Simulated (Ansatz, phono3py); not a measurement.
# Heat carried by phonons in SrO (Fm-3m)

Aim: the lattice thermal conductivity of SrO against temperature, and which phonons carry it.

Measurements to reproduce:
- thermal conductivity 12 W/m/K near room temperature (given in “Combining the AFLOW GIBBS and Elastic Libraries to efficiently and robustly screen thermo-mechanical properties of solids”, 2017, arXiv:1611.05714)
- thermal conductivity 12 W/m/K near room temperature (given in “Predicting the lattice thermal conductivity of solids by solving the Boltzmann transport equation: AFLOW - AAPL an automated, accurate and efficient framework”, 2017, arXiv:1611.05481)

Main program and level: Ansatz 0.2.0; DFT LDA, scalar-relativistic, plane waves, PAW.

The database entry behind the starting cell differs from later determinations by our own check (about 0.5 % short), so it need not match the best structure at ambient conditions.

### 1. Starting point

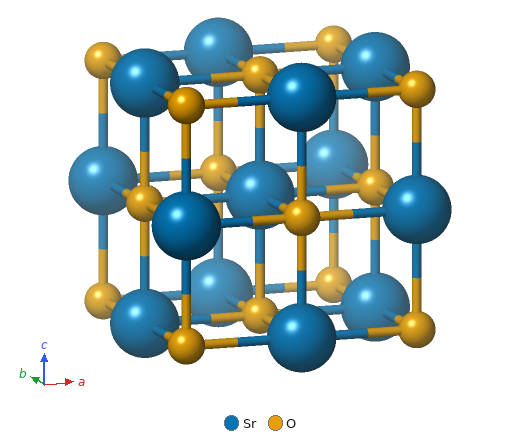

The starting structure, seen slightly off an axis (strontium blue, oxygen orange). This picture shows the conventional cell, with its axes. Some periodic images of atoms are drawn too.

### 2. Probe on a coarse mesh

A cheap single point shows whether the cell is a metal or an insulator and how far it is from rest; that sets the k-mesh and the occupations of what follows.

Contents of input.yaml:

```yaml
crystal:
  lattice:
    - [0.0, 2.5663, 2.5663]
    - [2.5663, 0.0, 2.5663]
    - [2.5663, 2.5663, 0.0]
  atoms:
    - { symbol: Sr, position: [0.5, 0.5, 0.5] }
    - { symbol: O, position: [0.0, 0.0, 0.0] }
kpoints:
  mp_grid: { grid: [6, 6, 6] }
hamiltonian:
  xc: lda
scf:
  occupations: { method: gaussian, width: 0.1 }
output:
  forces: true
  stress: true
  eigenvalues: true
```

Run with:

```sh
ansatz run input.yaml --threads 4 --pin off --max-ram 16384MiB --backend cpu --events-out ev --progress --plain --runs-dir out
```

Numbers of over 12 decimals in the logs are rounded to 6 here.

What it wrote:

```text
Engine: ansatz 0.2.0, aarch64-unknown-linux-gnu
Pseudopotentials: kind: paw
Pseudopotential: Sr, paw, valence charge 10, recommended cutoff 420 eV (normal), Sr.paw.azcp
Pseudopotential: O, paw, valence charge 6, recommended cutoff 420 eV (normal), O.paw.azcp
Functional definition: SPW92
  exchange = slater_x
  correlation = pw_c
Crystal: 2 atoms, lattice volume = 33.803 Å³
Basis set: ecut = 420 eV, 645 PW (Γ)
Bands: 12, of which v1, the nominal top of the filled ones, is band 8 counted from 1 (7 counted from 0)
Symmetry: 48 space group operations
Space group: Fm-3m (ITA 225), of the structure as read, at distance tolerance 3.2e-5 Å
k-points: 16 of 216
Non-local potential: Sr, projectors of the file, l = 0: 3, l = 1: 2, l = 2: 2
Non-local potential: O, projectors of the file, l = 0: 2, l = 1: 2, l = 2: 1
PAW form: soft (Blöchl's): semilocal exchange-correlation on the pseudo side does not see the compensation charge
PAW frozen core: Sr, regenerated for the run's functional, and the local potential with it (the file was generated under x = pbe(κ = 0.804, μ = 0.219515), c = pbe(β = 0.066725))
PAW frozen core: O, regenerated for the run's functional, and the local potential with it (the file was generated under x = pbe(κ = 0.804, μ = 0.219515), c = pbe(β = 0.066725))
PAW one-centre angular grid: Sr, 110 points (default); XC on 64 Gauss nodes
PAW one-centre angular grid: O, 110 points (default); XC on 64 Gauss nodes
Initial density: superposition of atomic densities (neutral atoms: chi_scale 0, normalization atom), corrected by the library's trained network
Initial wavefunctions: pseudopotential atomic-orbital guess
Functional: x = slater, c = lda
SCF iter   1: F=—  HF=-4002.832538 eV  |F-HF|=—  |Δ(HF+E_count)|=         —  Δρ=1.63e-2  dr2=9.17e-2  ethr=1.77e-3  ⟨swp⟩=7.6  Hψ=1459  notcnv=0
preconditioner: auto → none  [insulator: Δε(μ)=2.871 eV  Ē_g=15.921 eV  σ=0.100 eV  W_gap=1.00  n_scr=8 (ndim 8)  ℏωp=23.9 eV  f_vac=0.000  D(μ)=0.00/eV (n_scr^D=0)  ε∞_Penn≈3.3]
SCF iter   2: F=—  HF=-4002.813197 eV  |F-HF|=—  |Δ(HF+E_count)|=   1.93e-2  Δρ=3.37e-3  dr2=3.65e-3  ethr=5.73e-4  ⟨swp⟩=1.9  Hψ=354  notcnv=0
SCF iter   3: F=—  HF=-4002.812385 eV  |F-HF|=—  |Δ(HF+E_count)|=   8.13e-4  Δρ=9.21e-4  dr2=1.61e-4  ethr=2.28e-5  ⟨swp⟩=2.0  Hψ=225  notcnv=0
SCF iter   4: F=—  HF=-4002.812338 eV  |F-HF|=—  |Δ(HF+E_count)|=   4.64e-5  Δρ=4.12e-5  dr2=2.46e-7  ethr=1.01e-6  ⟨swp⟩=2.1  Hψ=249  notcnv=0
SCF iter   5: F=—  HF=-4002.812339 eV  |F-HF|=—  |Δ(HF+E_count)|=   8.48e-7  Δρ=9.13e-6  dr2=6.27e-9  ethr=1.53e-9  ⟨swp⟩=2.6  Hψ=342  notcnv=0
SCF iter   6: F=-4002.812339 eV  HF=-4002.812339 eV  |F-HF|=4.11e-10  |Δ(HF+E_count)|=   1.87e-9  Δρ=1.71e-6  dr2=5.46e-10  ethr=3.92e-11  ⟨swp⟩=2.6  Hψ=733  notcnv=0
SCF 1 converged in 6 iterations: F = -4002.812339 eV  dr2 = 5.46e-10
  greatest PAW one-centre occupation: 0.987 electrons in one spin orbital (limit 2), on the Sr atom at site 0 (counted from 0), in its partial waves of l = 0
SCF converged after 6 iterations
Free energy (F): -4002.812339 eV
Harris-Foulkes:  -4002.812339 eV  (|F-HF|=4.11e-10)
Internal energy: -4002.812339 eV  (E = F + TS)
E sigma→0 (E₀):  -4002.812339 eV
Fermi energy:    9.155882 eV
--- Per-component energies (eV) ---
  E_band       = -61.441099
  E_kinetic    = 421.540187
  E_local      = -864.102316  (includes V_loc(G=0)·N_el)
  E_nonlocal   = 256.145661
  E_hartree    = 231.039673
  E_xc         = -245.894512
  E_vxc        = -257.399910  (∫ρ·V_xc dr)
  E_paw        = -2743.817332  (= ΣΔE_a)
  E_vpaw       = -79.706474  (= ΣTr[D̂ρ^β])
  E_aug_tail   = 0.002463  (compensation charges beyond the density's cutoff)
  E_ewald      = -1058.117221
  E_core_change = 0.391057  (= ΣΔE_core)
  E_smearing   = -0.000000  (= −TS)
  E_closure    = -0.000000  (closes the sum)
  Σ components = -4002.812339   (vs F -4002.812339, Δ=0.00e0)
--- Forces (eV/Å), atoms counted from 1 ---
  atom   1  Sr    -0.00000000     0.00000000    -0.00000000
  atom   2  O     -0.00000000     0.00000000     0.00000000
  max |Σ_I F_I| component: 2.83e-30 eV/Å
--- Stress (GPa, compression-positive) ---
       -3.829537      -0.000000      -0.000000
        0.000000      -3.829537      -0.000000
        0.000000       0.000000      -3.829537
  P = ⅓ Tr σ = -3.8295 GPa (-38.295 kbar)
--- Band table (eV; the first three rows and the last of 16) ---
  k-point 0: bands = [... 4 lower, -6.1477, 7.5790, 7.5790, 7.5790, 11.4273, 13.7575, 13.7575, 13.7575]
  k-point 1: bands = [... 4 lower, -5.6282, 6.8305, 7.2494, 7.2494, 12.5989, 13.5228, 14.2981, 14.2981]
  k-point 2: bands = [... 4 lower, -5.0779, 5.7797, 6.6857, 6.6857, 13.7039, 14.7260, 15.6225, 15.6225]
  k-point 15: bands = [... 4 lower, -5.7065, 6.6867, 7.1489, 7.2582, 12.1320, 15.0904, 16.1095, 18.7037]
```

It took 0.32 s on 4 threads of Arm Neoverse V1, shared host; peak memory 0.25 GiB; 0.73 s of CPU time.

Reading the cycles: dr2 is the Hartree energy of the density residual (eV), the measure of convergence; HF is the Harris–Foulkes estimate of the energy, which meets the free energy F at convergence.

A gap read on the k-mesh alone can miss the band edges.

This step gave:

```yaml
pressure: -3.830 GPa
gap_on_the_k_mesh: 3.154 eV
volume_per_atom: 16.90 Å³
```

The start is under -3.8 GPa at this level and looks like an insulator or semiconductor on this mesh.

### 3. Finding the static equilibrium

Phonons are second derivatives about a minimum, so cell and atoms are relaxed first, inside the symmetry of the start.

input.yaml, the sections that differ from step 2:

```yaml
kpoints:
  mp_grid: { grid: [8, 8, 8] }
scf:
  occupations: { method: gaussian, width: 0.02 }
output:
  forces: true
  stress: true
  eigenvalues: true
  write_density: true
  write_potential: true
  elf: true
  volumetric_format: npy
relax:
  adjacent_minimum: "off"
  f_tol: 0.005
  max_steps: 80
  cell: { stress_tol: 0.05 }
# crystal, hamiltonian: as in step 2
```

What it wrote:

```text
[...]
Crystal: 2 atoms, lattice volume = 33.803 Å³
Basis set: ecut = 420 eV, 645 PW (Γ)
Bands: 12, of which v1, the nominal top of the filled ones, is band 8 counted from 1 (7 counted from 0)
Symmetry: 48 space group operations
[...]
k-points: 29 of 512
[...]
SCF iter   1: F=—  HF=-4002.832240 eV  |F-HF|=—  |Δ(HF+E_count)|=         —  Δρ=1.63e-2  dr2=9.16e-2  ethr=1.77e-3  ⟨swp⟩=8.8  Hψ=2766  notcnv=0
[...]
SCF iter   6: F=-4002.812519 eV  HF=-4002.812519 eV  |F-HF|=2.13e-10  |Δ(HF+E_count)|=   2.07e-9  Δρ=1.57e-6  dr2=5.46e-10  ethr=1.79e-10  ⟨swp⟩=6.7  Hψ=2160  notcnv=0
SCF 1 converged in 6 iterations: F = -4002.812519 eV  dr2 = 5.46e-10
[...]
relax step   1: F+E_penalty+E_count = -4002.81251889 eV  Δ(F+E_penalty+E_count) = +0.000e0 eV  max|allowed force component| = 6.147e-30 eV/Å  Δτ_max = 0.0000 Å  P = -3.830 GPa  Ω = 33.803 Å³  (6 SCF iters, dr2 threshold 1.00e-7 eV, accepted)
Crystal: 2 atoms, lattice volume = 31.193 Å³
Basis set: ecut = 420 eV, 609 PW (Γ)
[...]
iter 1 solved again at ethr=1.91e-5 eV; its pass at ethr=3.10e-3 eV (dr2=3.05e-3 eV) is discarded
[...]
SCF iter   6: F=-4002.817285 eV  HF=-4002.817285 eV  |F-HF|=5.91e-12  |Δ(HF+E_count)|=  3.86e-10  Δρ=7.34e-7  dr2=5.87e-11  ethr=2.56e-11  ⟨swp⟩=6.3  Hψ=1973  notcnv=0
SCF 2 converged in 6 iterations: F = -4002.817285 eV  dr2 = 5.87e-11
relax step   2: F+E_penalty+E_count = -4002.81728473 eV  Δ(F+E_penalty+E_count) = -4.766e-3 eV  max|allowed force component| = 5.160e-30 eV/Å  Δτ_max = 0.0000 Å  P = +4.905 GPa  Ω = 31.193 Å³  energy of the carried Pulay correction = +8.614e-3 eV  (6 SCF iters, dr2 threshold 2.00e-7 eV, rejected (line search))
Crystal: 2 atoms, lattice volume = 32.607 Å³
[...]
SCF iter   7: F=-4002.832110 eV  HF=-4002.832110 eV  |F-HF|=0.00e0  |Δ(HF+E_count)|=  2.73e-12  Δρ=3.31e-8  dr2=9.54e-14  ethr=1.00e-12  ⟨swp⟩=6.4  Hψ=1508  notcnv=0
SCF 3 converged in 7 iterations: F = -4002.832110 eV  dr2 = 9.54e-14
relax step   3: F+E_penalty+E_count = -4002.83211007 eV  Δ(F+E_penalty+E_count) = -1.959e-2 eV  max|allowed force component| = 4.996e-30 eV/Å  Δτ_max = 0.0000 Å  P = -0.272 GPa  Ω = 32.607 Å³  energy of the carried Pulay correction = +3.864e-3 eV  (7 SCF iters, accepted)
[...]
relax step   4: F+E_penalty+E_count = -4002.83244585 eV  Δ(F+E_penalty+E_count) = -3.358e-4 eV  max|allowed force component| = 1.870e-29 eV/Å  Δτ_max = 0.0000 Å  P = -0.007 GPa  Ω = 32.526 Å³  energy of the carried Pulay correction = +4.130e-3 eV  (6 SCF iters, dr2 threshold 1.84e-7 eV, accepted)
[...]
relax step   5: F+E_penalty+E_count = -4002.82899039 eV  Δ(F+E_penalty+E_count) = +3.455e-3 eV  max|allowed force component| = 1.617e-29 eV/Å  Δτ_max = 0.0000 Å  P = -0.178 GPa  Ω = 32.526 Å³  stress off target by 1.78e-1 GPa  SCF on the basis re-selected at this cell (its energy is not comparable with the rows above)  (6 SCF iters)
[...]
relax step   6: F+E_penalty+E_count = -4002.82919421 eV  Δ(F+E_penalty+E_count) = -2.038e-4 eV  max|allowed force component| = 4.470e-30 eV/Å  Δτ_max = 0.0000 Å  P = -0.005 GPa  Ω = 32.473 Å³  energy of the carried Pulay correction = +1.735e-4 eV  (6 SCF iters, accepted)
[...]
SCF iter   1: F=—  HF=-4002.828928 eV  |F-HF|=—  |Δ(HF+E_count)|=         —  Δρ=2.19e-5  dr2=2.90e-8  ethr=1.02e-6  ⟨swp⟩=3.2  Hψ=3730  notcnv=0
eigensolver tolerance schedule: the retry pair's looser diagonalisation over-reported the residual by 5654.85 of it (diagonalisation noise at an unbounded share of the residual, at the tolerance the schedule requests for it); recorded, not acted on — ethr = c·dr2/N_el stays at c = 1.0e-1
SCF iter   2: F=—  HF=-4002.828923 eV  |F-HF|=—  |Δ(HF+E_count)|=   5.48e-6  Δρ=9.12e-6  dr2=5.01e-9  ethr=1.81e-10  ⟨swp⟩=2.9  Hψ=772  notcnv=0
[...]
SCF iter   8: F=-4002.828923 eV  HF=-4002.828923 eV  |F-HF|=9.09e-13  |Δ(HF+E_count)|=  9.09e-13  Δρ=4.49e-10  dr2=7.65e-17  ethr=1.00e-12  ⟨swp⟩=3.1  Hψ=1161  notcnv=0
SCF 7 converged in 8 iterations: F = -4002.828923 eV  dr2 = 7.65e-17
relax step   7: F+E_penalty+E_count = -4002.82892287 eV  Δ(F+E_penalty+E_count) = +2.713e-4 eV  max|allowed force component| = 3.599e-30 eV/Å  Δτ_max = 0.0000 Å  P = -0.010 GPa  Ω = 32.473 Å³  stress off target by 1.03e-2 GPa  SCF on the basis re-selected at this cell (its energy is not comparable with the rows above)  (8 SCF iters)
[...]
SCF converged after 8 iterations
Free energy (F): -4002.828923 eV
[...]
Internal energy: -4002.828923 eV  (E = F + TS)
E sigma→0 (E₀):  -4002.828923 eV
Fermi energy:    9.594440 eV
[...]
--- Stress (GPa, compression-positive) ---
       -0.010298      -0.000000       0.000000
       -0.000000      -0.010298      -0.000000
        0.000000      -0.000000      -0.010298
  P = ⅓ Tr σ = -0.0103 GPa (-0.103 kbar)
--- Band table (eV; the first three rows and the last of 29) ---
  k-point 0: bands = [... 4 lower, -5.5127, 8.0330, 8.0330, 8.0330, 12.1756, 14.2976, 14.2976, 14.2976]
  k-point 1: bands = [... 4 lower, -5.1716, 7.5528, 7.8194, 7.8194, 12.9008, 14.1197, 14.6208, 14.6208]
  k-point 2: bands = [... 4 lower, -4.6774, 6.6773, 7.3621, 7.3621, 14.0658, 14.4634, 15.5049, 15.5049]
  k-point 28: bands = [... 4 lower, -4.8874, 6.8319, 7.6664, 7.6664, 14.0791, 14.0791, 17.0504, 19.6506]
--- Relaxed structure (5 steps of the walk, 4 accepted, 2 SCFs on fresh bases) ---
  F+E_penalty+E_count = -4002.82892287 eV   max|allowed force component| = 3.599e-30 eV/Å   (the final SCF, on the basis selected at the relaxed cell)
  cell:  # Å, volume = 32.4730 Å³
    - [0, 2.532197, 2.532197]
    - [2.532197, 0, 2.532197]
    - [2.532197, 2.532197, 0]
  atoms:
    - { symbol: Sr, position: [0.5, 0.5, 0.5] }
    - { symbol: O, position: [0, 0, 0] }
```

Elapsed: 2.3 s, on 4 threads; peak memory 0.28 GiB.

Step by step:

```csv
step,energy less that of the first step (eV),largest force component (eV/Å),pressure (GPa),volume (Å³)
1,0.0000,0.0000,-3.83,33.80
2,-0.0048,0.0000,4.90,31.19
3,-0.0196,0.0000,-0.27,32.61
4,-0.0199,0.0000,-0.01,32.53
5*,-0.0165,0.0000,-0.18,32.53
6,-0.0167,0.0000,0.00,32.47
7*,-0.0164,0.0000,-0.01,32.47
```

Relaxation steps marked * repeat the geometry before them on a plane-wave basis chosen anew for their cell, so energy and pressure can jump there. Relaxation step 2 was tried and not accepted.

Forces are held to the 48 operations that the run works with; a distortion that breaks them can't arise in this run.

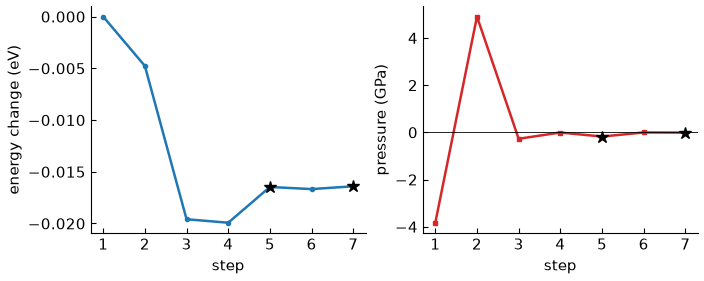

Energy and pressure along the relaxation. Stars mark steps on a basis chosen anew.

```csv
"conventional cell, symmetrised",before,after,change
a (Å),5.133,5.064,-1.3 %
b (Å),5.133,5.064,-1.3 %
c (Å),5.133,5.064,-1.3 %
volume (Å³/atom),16.90,16.24,-3.9 %
```

Final coordinates:

```cif
data_structure
_symmetry_space_group_name_H-M 'P 1'
_symmetry_Int_Tables_number 1
_cell_length_a 3.5811
_cell_length_b 3.5811
_cell_length_c 3.5811
_cell_angle_alpha 60.000
_cell_angle_beta 60.000
_cell_angle_gamma 60.000
_cell_volume 32.47
loop_
_atom_site_label
_atom_site_type_symbol
_atom_site_fract_x
_atom_site_fract_y
_atom_site_fract_z
_atom_site_occupancy
Sr1 Sr 0.50000 0.50000 0.50000 1
O2 O 0.00000 0.00000 0.00000 1
```

This step gave:

```yaml
pressure: -0.01030 GPa
gap_on_the_k_mesh: 3.123 eV
volume_per_atom: 16.24 Å³
```

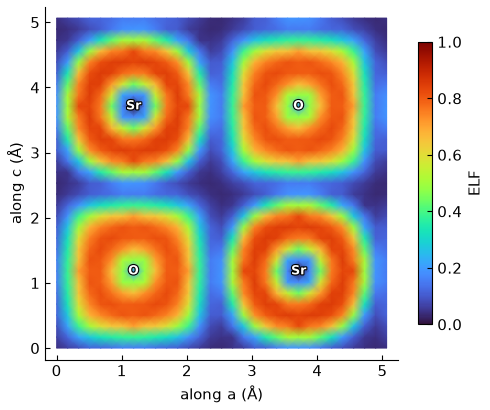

ELF in the ac plane of the conventional cell at fractional y = 0.000, with atoms of Sr and O within 0.2 Å of it. It is the smooth field of the valence electrons, not physical close to the nuclei. The map starts off the cell's origin, so that atoms lie inside it.

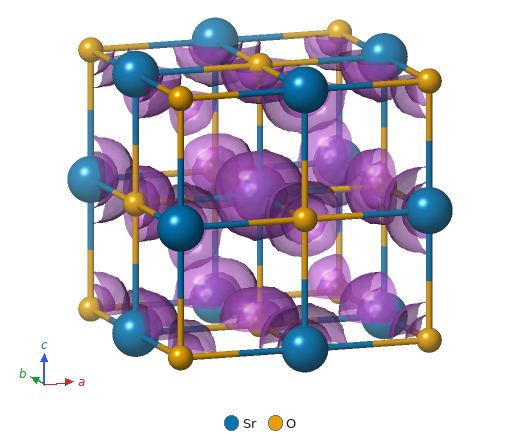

Surface of ELF = 0.78.

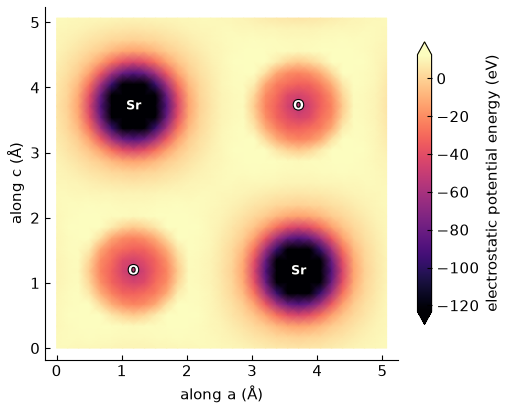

Electrostatic potential energy in the ac plane of the conventional cell at fractional y = 0.000, with atoms of Sr and O within 0.2 Å of it. With pseudopotentials it is smooth inside the atoms' cores, unlike the true potential. The map starts off the cell's origin, so that atoms lie inside it.

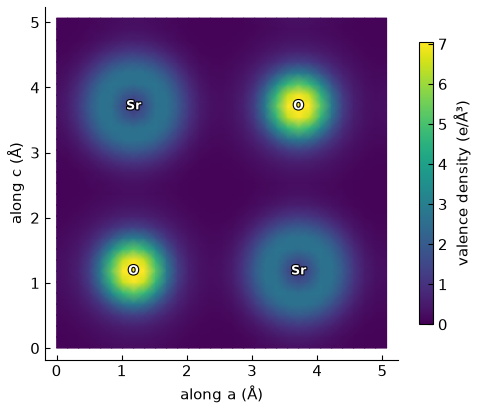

Valence density in the ac plane of the conventional cell at fractional y = 0.000, with atoms of Sr and O within 0.2 Å of it. It is the smooth field of the valence electrons, not physical close to the nuclei. The map starts off the cell's origin, so that atoms lie inside it.

The relaxation ends with a pressure of -0.01 GPa.

### 4. Relaxing to small residual forces and stress

The thresholds are tightened for a last relaxation ahead of the phonons, and where mesh or smearing change with them the cell follows.

Contents of input.yaml:

```yaml
crystal:
  lattice:
    - [0.0, 2.5321974968, 2.5321974968]
    - [2.5321974968, 0.0, 2.5321974968]
    - [2.5321974968, 2.5321974968, 0.0]
  atoms:
    - { symbol: Sr, position: [0.5, 0.5, 0.5] }
    - { symbol: O, position: [0.0, 0.0, 0.0] }
kpoints:
  mp_grid: { grid: [9, 9, 9] }
hamiltonian:
  xc: lda
scf:
  occupations: { method: fixed }
output:
  forces: true
  stress: true
  eigenvalues: true
relax:
  adjacent_minimum: "off"
  f_tol: 0.001
  max_steps: 60
  cell: { stress_tol: 0.01 }
```

What it wrote:

```text
[...]
Crystal: 2 atoms, lattice volume = 32.473 Å³
Basis set: ecut = 420 eV, 609 PW (Γ)
Bands: 12, of which v1, the nominal top of the filled ones, is band 8 counted from 1 (7 counted from 0)
Symmetry: 48 space group operations
[...]
k-points: 35 of 729
[...]
k-point 34: bands = [... 4 lower, -4.8859, 6.8228, 7.5495, 7.6771, 13.6043, 14.6877, 17.1001, 19.3319]
--- Relaxed structure (3 steps of the walk, 3 accepted, 1 SCFs on fresh bases) ---
[...]
cell:  # Å, volume = 32.4702 Å³
    - [0, 2.532123, 2.532123]
    - [2.532123, 0, 2.532123]
    - [2.532123, 2.532123, 0]
  atoms:
    - { symbol: Sr, position: [0.5, 0.5, 0.5] }
    - { symbol: O, position: [0, 0, 0] }
[key lines of the parts left out:]
SCF converged after 6 iterations
Free energy (F): -4002.829073 eV
Fermi energy:    8.033993 eV
P = ⅓ Tr σ = -0.0001 GPa (-0.001 kbar)
```

It took 1.2 s on 4 threads; peak memory 0.28 GiB.

Little changed from the start: no atom moved by 0.005 Å and no cell edge by 0.1 %.

Numbers from this step:

```yaml
pressure: -5.51e-5 GPa
gap_on_the_k_mesh: 3.183 eV
```

The residual pressure is -5.5e-5 GPa, small enough for phonons.

### 5. An input with a fault

This input was changed on purpose, to see how the program answers.

Contents of input.yaml:

```yaml
crystal:
  lattice:
    - [0.0, 2.5321230321, 2.5321230321]
    - [2.5321230321, 0.0, 2.5321230321]
    - [2.5321230321, 2.5321230321, 0.0]
  atoms:
    - { symbol: Sr, position: [0.5, 0.5, 0.5] }
    - { symbol: O, position: [0.0, 0.0, 0.0] }
kpoints:
  mp_grid: { grid: [6, 6, 6] }
hamiltonian:
  xc: lda
scf:
  occupations: { method: fixed }
  max_iter: 80
output:
  eigenvalues: true
phonons:
  supercell: [2, 2, 2]
  dielectric: false
  third_order: { supercell: [2, 2, 2], pair_cutoff: "4 eV" }
  lattice_thermal_conductivity:
    qmesh: [11, 11, 11]
    temperatures: [300]
    isotope_mass_variance:
      - { species: O, variance: 3.359e-05 }
      - { species: Sr, variance: 6.1e-05 }
```

What it wrote:

```text
Error: YAML parse error: error: line 21 column 53: expected [length], got [energy] (`eV`)
  --> <input>:21:53
   |
19 |   supercell: [2, 2, 2]
20 |   dielectric: false
21 |   third_order: { supercell: [2, 2, 2], pair_cutoff: "4 eV" }
   |                                                     ^ expected [length], got [energy] (`eV`)
22 |   lattice_thermal_conductivity:
23 |     qmesh: [11, 11, 11]
   |
```

The job ended after 0.02 s (4 threads; peak memory 0.022 GiB).

The program refused the input before any cycle.

The program's message: “Error: YAML parse error: error: line 21 column 53: expected [length], got [energy] (`eV`)
  --> <input>:21:53
   |
19 |   supercell: [2, 2, 2]
20 |   dielectric: false
21 |   third_order: { supercell: …”

The fault put into the input: a cutoff in a unit of energy.

(Continued in part 2 of 3.)

[Logs are printed without paths, hosts, clocks, repeated set-up lines and the standing remarks that a program may print on its own settings, such as how far it seeks lower states.]

[Hosts, paths, dates, database ids (printed as entryN), source tags and the programs' standing remarks are cut or masked in the printed files.]

[A step with changed settings may run another functional than the one named; its input shows which.]
